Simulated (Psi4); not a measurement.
Reaction (SMILES): O=C=S + 4 [H][H] (H2) → C (CH4) + O (H2O) + S (H2S)
B3LYP-D3(BJ)/def2-TZVP geometries, fixed; electronic energies without zero-point terms.

Basis-set convergence of the energy of full hydrogenation at MP2 with Psi4. Cartesian d functions, on some or all atoms, in 6-31G*, 6-31G**, 6-31+G*; all else is spherical. Density fitting with the program's default auxiliary sets. Cores are frozen. Psi4's default fitting sets serve the pcseg sets less well. No added dispersion term, no relativity. Functions are those of the species that has most. Reference: Hartree-Fock in aug-cc-pV(Q+d)Z plus the correlation part extrapolated as X^-3 from aug-cc-pV(T+d)Z and aug-cc-pV(Q+d)Z, -59.53 kcal/mol, itself unsure by roughly 0.24 kcal/mol (a third of the extrapolation step and of the last Hartree-Fock step). Deviations are taken from unrounded values.

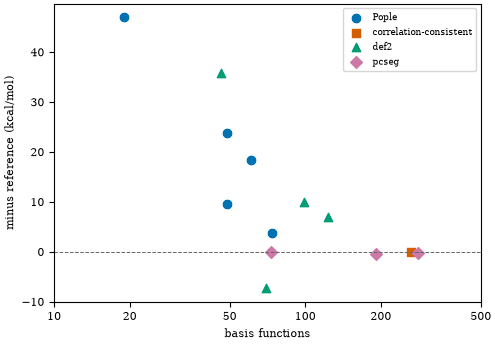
Figure. Deviation from the reference against the number of basis functions, by family of sets.

```json
[
 {"basis": "STO-3G", "functions": "19", "energy of full hydrogenation (kcal/mol)": "-12.59", "minus reference (kcal/mol)": "46.95"},
 {"basis": "def2-SV(P)", "functions": "46", "energy of full hydrogenation (kcal/mol)": "-23.73", "minus reference (kcal/mol)": "35.80"},
 {"basis": "6-31G*", "functions": "49", "energy of full hydrogenation (kcal/mol)": "-35.74", "minus reference (kcal/mol)": "23.80"},
 {"basis": "6-31G**", "functions": "49", "energy of full hydrogenation (kcal/mol)": "-49.93", "minus reference (kcal/mol)": "9.60"},
 {"basis": "6-31+G*", "functions": "61", "energy of full hydrogenation (kcal/mol)": "-41.18", "minus reference (kcal/mol)": "18.35"},
 {"basis": "def2-SVPD", "functions": "70", "energy of full hydrogenation (kcal/mol)": "-66.84", "minus reference (kcal/mol)": "-7.31"},
 {"basis": "aug-pcseg-1", "functions": "73", "energy of full hydrogenation (kcal/mol)": "-59.49", "minus reference (kcal/mol)": "0.04"},
 {"basis": "6-311+G**", "functions": "74", "energy of full hydrogenation (kcal/mol)": "-55.74", "minus reference (kcal/mol)": "3.79"},
 {"basis": "def2-TZVP", "functions": "99", "energy of full hydrogenation (kcal/mol)": "-49.63", "minus reference (kcal/mol)": "9.90"},
 {"basis": "def2-TZVPD", "functions": "123", "energy of full hydrogenation (kcal/mol)": "-52.59", "minus reference (kcal/mol)": "6.94"},
 {"basis": "pcseg-3", "functions": "192", "energy of full hydrogenation (kcal/mol)": "-59.91", "minus reference (kcal/mol)": "-0.38"},
 {"basis": "aug-cc-pV(Q+d)Z", "functions": "264", "energy of full hydrogenation (kcal/mol)": "-59.49", "minus reference (kcal/mol)": "0.04"},
 {"basis": "aug-pcseg-3", "functions": "281", "energy of full hydrogenation (kcal/mol)": "-59.71", "minus reference (kcal/mol)": "-0.18"}
]
```
